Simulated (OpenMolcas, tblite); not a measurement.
C2H4NOSi (SMILES C[SiH]N=C=O): the dipole moment, rung by rung

C2H4NOSi: 9 atoms, total charge 0, spin state doublet. SMILES: `C[SiH]N=C=O`. The shape is that of a PBE0-D4/def2-TZVP optimisation. This is one conformer, not always the lowest.

```jsonl
{"atom": "C", "x (Å)": "-0.2308", "y (Å)": "0.9365", "z (Å)": "1.2333"}
{"atom": "Si", "x (Å)": "-0.0191", "y (Å)": "0.7173", "z (Å)": "-0.6069"}
{"atom": "N", "x (Å)": "0.1470", "y (Å)": "-0.9512", "z (Å)": "-0.9666"}
{"atom": "C", "x (Å)": "-0.0277", "y (Å)": "-2.0223", "z (Å)": "-1.4657"}
{"atom": "O", "x (Å)": "-0.1741", "y (Å)": "-3.0811", "z (Å)": "-1.9309"}
{"atom": "H", "x (Å)": "0.6250", "y (Å)": "0.5106", "z (Å)": "1.7654"}
{"atom": "H", "x (Å)": "-1.1381", "y (Å)": "0.4426", "z (Å)": "1.5856"}
{"atom": "H", "x (Å)": "-0.2982", "y (Å)": "1.9986", "z (Å)": "1.4794"}
{"atom": "H", "x (Å)": "1.2045", "y (Å)": "1.4027", "z (Å)": "-1.1105"}
```

Quantity: the dipole moment, in D. The values are calculated.

| level | kind | program | value (D) |
| --- | --- | --- | --- |
| IPEA1-xTB | semi-empirical | tblite | 2.64 |
| UHF/def2-SVP | Hartree–Fock | OpenMolcas | 2.72 |
| USVWN5/def2-SVP | LDA | OpenMolcas | 2.40 |
| UBLYP/def2-SVP | GGA | OpenMolcas | 2.24 |
| UM06-L/def2-SVP | meta-GGA | OpenMolcas | 2.47 |
| UBHLYP/def2-SVP | global hybrid | OpenMolcas | 2.57 |

The values span 2.24 to 2.72 D. Magnitudes only.

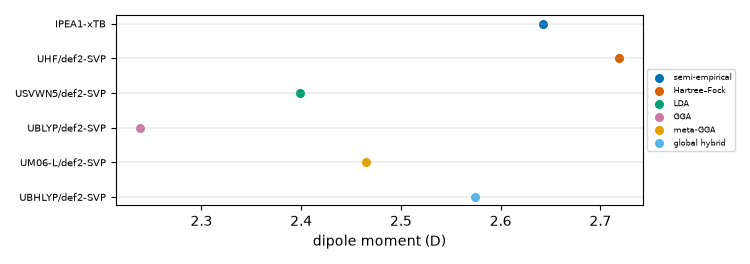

The values of the table, level by level.
